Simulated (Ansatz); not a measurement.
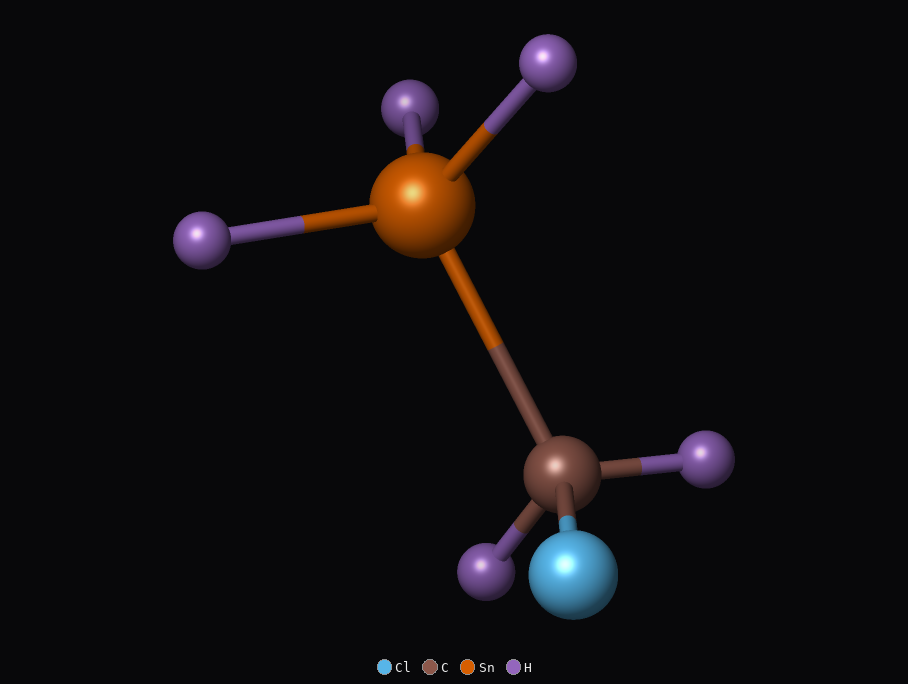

The geometry was computed by an optimisation with PBE-D4/def2-SVP. No frequency run is at hand to confirm it as a minimum.

Give the structural formula.

SMILES: Cl[CH2][SnH3]

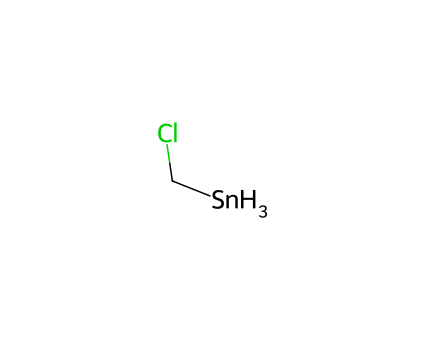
